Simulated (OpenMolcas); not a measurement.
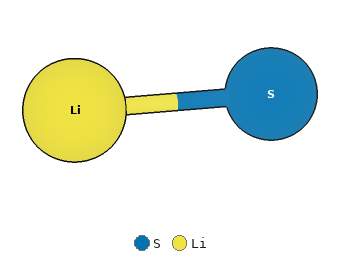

The molecule at the reference distance of 2.149 Å.

## SLi: relativistic diatomic calculation (part 1 of 2)

- system: SLi.
- method: SA-CASSCF(5,7)/XMS-CASPT2 + RASSI spin-orbit (X2C scalar, AMFI), ANO-RCC-VTZP (OpenMolcas)

Input file:
```
&GATEWAY
Coord
2
angstrom
S 0.0 0.0 0.0
Li 0.0 0.0 2.1490
Basis=ANO-RCC-VTZP
Group=XY
RX2C
AMFI
ANGMom
0.0 0.0 0.0
RICD
&SEWARD
&GUESSORB
&RASSCF
FileOrb=$CurrDir/o41.orb
Symmetry=1
Spin=4
nActEl=5 0 0
Inactive=5 2
RAS2=3 4
CIRoot=6 6 1
Linear
Iterations=120 100
OrbListing=Nothing
PRWF=0.15
>>COPY $Project.RasOrb $CurrDir/o41.orb
>>COPY $Project.rasscf.h5 $CurrDir/r41.h5
&CASPT2
XMultistate=all
Imaginary=0.2
IPEA=0.25
MaxIter=40
>>COPY $Project.JobMix JOB001
&RASSCF
FileOrb=$CurrDir/o42.orb
Symmetry=2
Spin=4
nActEl=5 0 0
Inactive=5 2
RAS2=3 4
CIRoot=6 6 1
Linear
Iterations=120 100
OrbListing=Nothing
PRWF=0.15
>>COPY $Project.RasOrb $CurrDir/o42.orb
>>COPY $Project.rasscf.h5 $CurrDir/r42.h5
&CASPT2
XMultistate=all
Imaginary=0.2
IPEA=0.25
MaxIter=40
>>COPY $Project.JobMix JOB002
&RASSI
Nr of JobIphs=2 6 6
1 2 3 4 5 6
1 2 3 4 5 6
SpinOrbit
EJob
Omega
MEES
MESO
Properties=4
'AngMom' 3 'Mltpl  1' 1 'Mltpl  1' 2 'Mltpl  1' 3
Thrs=1.0d-4
>>COPY $Project.rassi.h5 $CurrDir/so.h5
```

The first orbital files come from an earlier step.

Command:
```bash
pymolcas m.inp (one call a module block, same work directory)
```

The program's output (extracts):
```
++    Wave function specifications:
      Number of closed shell electrons          14
      Number of electrons in active shells       5
      Number of inactive orbitals                7
      Number of active orbitals                  7
      Number of secondary orbitals              50
      Spin quantum number                      1.5
      State symmetry                             1
++    Orbital specifications:
      Symmetry species                           1   2
                                                 a   b
      Frozen orbitals                            0   0
      Inactive orbitals                          5   2
      Active orbitals                            3   4
      RAS2 orbitals                              3   4
      Secondary orbitals                        26  24
      Number of basis functions                 34  30
      printout of CI-coefficients larger than  0.15 for root  1
      energy=    -406.004783
      conf/sym  111 2222     Coeff  Weight
            20  u02 uu00   0.83918 0.70422
            23  0u2 uu00  -0.53789 0.28933
      printout of CI-coefficients larger than  0.15 for root  2
      energy=    -405.933953
      conf/sym  111 2222     Coeff  Weight
            60  00u 2u0u  -0.70196 0.49274
            95  00u u2u0   0.70196 0.49274
      printout of CI-coefficients larger than  0.15 for root  3
      energy=    -405.927912
      conf/sym  111 2222     Coeff  Weight
            59  00u 2uu0  -0.69856 0.48798
            97  00u u20u   0.69856 0.48798
      printout of CI-coefficients larger than  0.15 for root  4
      energy=    -405.927912
      conf/sym  111 2222     Coeff  Weight
            60  00u 2u0u   0.69856 0.48798
            95  00u u2u0   0.69856 0.48798
      printout of CI-coefficients larger than  0.15 for root  5
      energy=    -405.925276
      conf/sym  111 2222     Coeff  Weight
            20  u02 uu00   0.38406 0.14750
            23  0u2 uu00   0.67990 0.46226
            59  00u 2uu0   0.43730 0.19123
            97  00u u20u   0.43730 0.19123
      printout of CI-coefficients larger than  0.15 for root  6
      energy=    -405.920206
      conf/sym  111 2222     Coeff  Weight
            20  u02 uu00  -0.38294 0.14664
            23  0u2 uu00  -0.49729 0.24729
            59  00u 2uu0   0.54613 0.29826
            97  00u u20u   0.54613 0.29826
      Natural orbitals and occupation numbers for root  1
      sym 1:   0.994317   0.000373   1.994347
      sym 2:   1.002206   1.002206   0.003276   0.003276
      Natural orbitals and occupation numbers for root  2
      sym 1:   0.000139   0.000069   0.999979
      sym 2:   1.499724   1.499724   0.500183   0.500183
      Natural orbitals and occupation numbers for root  3
      sym 1:   0.000143   0.000084   0.999994
      sym 2:   1.499771   1.499771   0.500118   0.500118
      Natural orbitals and occupation numbers for root  4
      sym 1:   0.000143   0.000084   0.999994
      sym 2:   1.499771   1.499771   0.500118   0.500118
      Natural orbitals and occupation numbers for root  5
      sym 1:   0.002516   0.610681   1.610152
      sym 2:   1.193724   1.193724   0.194602   0.194602
      Natural orbitals and occupation numbers for root  6
      sym 1:   0.001055   0.394691   1.394011
      sym 2:   1.302389   1.302389   0.302733   0.302733
      RASSCF energy for state  6                   -405.92020615
::    RASSCF root number  1 Total energy:   -406.00478271
::    RASSCF root number  2 Total energy:   -405.93395264
::    RASSCF root number  3 Total energy:   -405.92791209
::    RASSCF root number  4 Total energy:   -405.92791209
::    RASSCF root number  5 Total energy:   -405.92527589
::    RASSCF root number  6 Total energy:   -405.92020615
      Von Neumann Entropy (Root   1) =  1.53696
++    Wave function specifications:
      Number of closed shell electrons           2
      Number of electrons in active shells       5
      Number of inactive orbitals                1
      Number of active orbitals                  7
      Number of secondary orbitals              50
      Spin quantum number                      1.5
      State symmetry                             1
      Number of CSFs                           112
      Number of CASSCF root(s) available         6
      CASPT2 state passed to geometry opt.       6
      A file JOBMIX will be created
      This is a MULTI-STATE CASSCF reference
      Number of CI roots used                    6
      These are:                                 1   2   3   4   5   6
      Off-diagonal elements of Heff are computed
  FINAL CASPT2 RESULT:
      Reference energy:        -406.0047827050
      E2 (Non-variational):      -0.1355487913
      Shift correction:          -0.0015936996
      E2 (Variational):          -0.1371424909
      Total energy:            -406.1419251959
      Reference weight:           0.93822
  FINAL CASPT2 RESULT:
      Reference energy:        -405.9339526352
      E2 (Non-variational):      -0.1341429677
      Shift correction:          -0.0015569161
      E2 (Variational):          -0.1356998838
      Total energy:            -406.0696525190
      Reference weight:           0.93976
  FINAL CASPT2 RESULT:
      Reference energy:        -405.9279120938
      E2 (Non-variational):      -0.1341427434
      Shift correction:          -0.0015178699
      E2 (Variational):          -0.1356606133
      Total energy:            -406.0635727071
      Reference weight:           0.94017
  FINAL CASPT2 RESULT:
      Reference energy:        -405.9279120938
      E2 (Non-variational):      -0.1341393874
      Shift correction:          -0.0015142308
      E2 (Variational):          -0.1356536182
      Total energy:            -406.0635657120
      Reference weight:           0.94019
  FINAL CASPT2 RESULT:
      Reference energy:        -405.9252758948
      E2 (Non-variational):      -0.1393062562
      Shift correction:          -0.0017660369
      E2 (Variational):          -0.1410722931
      Total energy:            -406.0663481878
      Reference weight:           0.93497
  FINAL CASPT2 RESULT:
      Reference energy:        -405.9202061542
      E2 (Non-variational):      -0.1334414499
      Shift correction:          -0.0015115612
      E2 (Variational):          -0.1349530110
      Total energy:            -406.0551591653
      Reference weight:           0.94115
       Total XMS-CASPT2 energies:
::    XMS-CASPT2 Root  1     Total energy:   -406.14173163
::    XMS-CASPT2 Root  2     Total energy:   -406.06965254
::    XMS-CASPT2 Root  3     Total energy:   -406.06503885
::    XMS-CASPT2 Root  4     Total energy:   -406.06358315
::    XMS-CASPT2 Root  5     Total energy:   -406.06355527
::    XMS-CASPT2 Root  6     Total energy:   -406.05666206
++    Wave function specifications:
      Number of closed shell electrons          14
      Number of electrons in active shells       5
      Number of inactive orbitals                7
      Number of active orbitals                  7
      Number of secondary orbitals              50
      Spin quantum number                      1.5
      State symmetry                             2
      printout of CI-coefficients larger than  0.15 for root  1
      energy=    -405.983904
      conf/sym  111 2222     Coeff  Weight
            16  u0u 2u00  -0.56117 0.31491
            19  0uu 2u00   0.34798 0.12109
            65  u0u u200  -0.62922 0.39592
            74  0uu u200   0.39018 0.15224
      printout of CI-coefficients larger than  0.15 for root  2
      energy=    -405.983904
      conf/sym  111 2222     Coeff  Weight
            16  u0u 2u00  -0.62922 0.39592
            19  0uu 2u00   0.39018 0.15224
            65  u0u u200   0.56117 0.31491
            74  0uu u200  -0.34798 0.12109
      printout of CI-coefficients larger than  0.15 for root  3
      energy=    -405.950538
      conf/sym  111 2222     Coeff  Weight
            38  002 uu0u   0.98937 0.97886
      printout of CI-coefficients larger than  0.15 for root  4
      energy=    -405.950538
      conf/sym  111 2222     Coeff  Weight
            37  002 uuu0   0.98937 0.97886
      printout of CI-coefficients larger than  0.15 for root  5
      energy=    -405.895322
      conf/sym  111 2222     Coeff  Weight
            19  0uu 2u00  -0.18046 0.03256
            65  u0u u200  -0.51670 0.26698
            74  0uu u200  -0.82696 0.68386
      printout of CI-coefficients larger than  0.15 for root  6
      energy=    -405.895322
      conf/sym  111 2222     Coeff  Weight
            16  u0u 2u00   0.51670 0.26698
            19  0uu 2u00   0.82696 0.68386
            74  0uu u200  -0.18046 0.03256
      Natural orbitals and occupation numbers for root  1
      sym 1:   0.985011   0.000597   1.014426
      sym 2:   0.999825   1.984563   0.015304   0.000274
      Natural orbitals and occupation numbers for root  2
      sym 1:   0.985011   0.000597   1.014426
      sym 2:   1.984563   0.999825   0.000274   0.015304
      Natural orbitals and occupation numbers for root  3
      sym 1:   0.000510   0.015836   1.983682
      sym 2:   1.015576   0.999997   0.000077   0.984322
      Natural orbitals and occupation numbers for root  4
      sym 1:   0.000510   0.015836   1.983682
      sym 2:   0.999997   1.015576   0.984322   0.000077
      Natural orbitals and occupation numbers for root  5
      sym 1:   0.000629   0.998119   1.001288
      sym 2:   0.999801   1.997214   0.002596   0.000352
      Natural orbitals and occupation numbers for root  6
      sym 1:   0.000629   0.998119   1.001288
      sym 2:   1.997214   0.999801   0.000352   0.002596
      RASSCF energy for state  6                   -405.89532239
::    RASSCF root number  1 Total energy:   -405.98390382
::    RASSCF root number  2 Total energy:   -405.98390382
::    RASSCF root number  3 Total energy:   -405.95053794
::    RASSCF root number  4 Total energy:   -405.95053794
::    RASSCF root number  5 Total energy:   -405.89532239
::    RASSCF root number  6 Total energy:   -405.89532239
      Von Neumann Entropy (Root   1) =  1.57015
++    Wave function specifications:
      Number of closed shell electrons           2
      Number of electrons in active shells       5
      Number of inactive orbitals                1
      Number of active orbitals                  7
      Number of secondary orbitals              50
      Spin quantum number                      1.5
      State symmetry                             2
      Number of CSFs                           112
      Number of CASSCF root(s) available         6
      CASPT2 state passed to geometry opt.       6
      A file JOBMIX will be created
      This is a MULTI-STATE CASSCF reference
      Number of CI roots used                    6
      These are:                                 1   2   3   4   5   6
      Off-diagonal elements of Heff are computed
  FINAL CASPT2 RESULT:
      Reference energy:        -405.9839038216
      E2 (Non-variational):      -0.1366662882
      Shift correction:          -0.0016329880
      E2 (Variational):          -0.1382992762
      Total energy:            -406.1222030979
      Reference weight:           0.93734
  FINAL CASPT2 RESULT:
      Reference energy:        -405.9839038216
      E2 (Non-variational):      -0.1366662786
      Shift correction:          -0.0016329874
      E2 (Variational):          -0.1382992661
      Total energy:            -406.1222030876
      Reference weight:           0.93734
  FINAL CASPT2 RESULT:
      Reference energy:        -405.9505379408
      E2 (Non-variational):      -0.1364975506
      Shift correction:          -0.0016416482
      E2 (Variational):          -0.1381391988
      Total energy:            -406.0886771396
      Reference weight:           0.93771
  FINAL CASPT2 RESULT:
      Reference energy:        -405.9505379405
      E2 (Non-variational):      -0.1364975482
      Shift correction:          -0.0016416481
      E2 (Variational):          -0.1381391963
      Total energy:            -406.0886771368
      Reference weight:           0.93771
  FINAL CASPT2 RESULT:
      Reference energy:        -405.8953223938
      E2 (Non-variational):      -0.1409627379
      Shift correction:          -0.0018533115
      E2 (Variational):          -0.1428160494
      Total energy:            -406.0381384432
      Reference weight:           0.93349
  FINAL CASPT2 RESULT:
      Reference energy:        -405.8953223937
      E2 (Non-variational):      -0.1409627239
      Shift correction:          -0.0018533106
      E2 (Variational):          -0.1428160345
      Total energy:            -406.0381384283
      Reference weight:           0.93349
       Total XMS-CASPT2 energies:
::    XMS-CASPT2 Root  1     Total energy:   -406.12193555
::    XMS-CASPT2 Root  2     Total energy:   -406.12193554
::    XMS-CASPT2 Root  3     Total energy:   -406.08868604
::    XMS-CASPT2 Root  4     Total energy:   -406.08868604
::    XMS-CASPT2 Root  5     Total energy:   -406.03839709
::    XMS-CASPT2 Root  6     Total energy:   -406.03839707
  SPIN-FREE ENERGIES:
  (Shifted by EMIN (a.u.) =       -406.1417316274)
 SF State       Relative EMIN(au)   Rel lowest level(eV)    D:o, cm**(-1)      Abs_M
     1             0.0000000000        0.0000000000              0.0000         0.0
     7             0.0197960759        0.5386786686           4344.7365         1.0
     8             0.0197960862        0.5386789478           4344.7387         1.0
     9             0.0530455850        1.4434439024          11642.1602         1.0
    10             0.0530455878        1.4434439778          11642.1608         1.0
     2             0.0720790918        1.9613720082          15819.5321         0.0
     3             0.0766927821        2.0869169167          16832.1201         0.0
     4             0.0781484762        2.1265283708          17151.6080         2.0
     5             0.0781763596        2.1272871155          17157.7277         2.0
     6             0.0850695678        2.3148608671          18670.6120         0.0
    11             0.1033345406        2.8118760962          22679.3102         1.0
    12             0.1033345557        2.8118765078          22679.3135         1.0
```

(Continued in part 2.) Outcome of the run: converged.
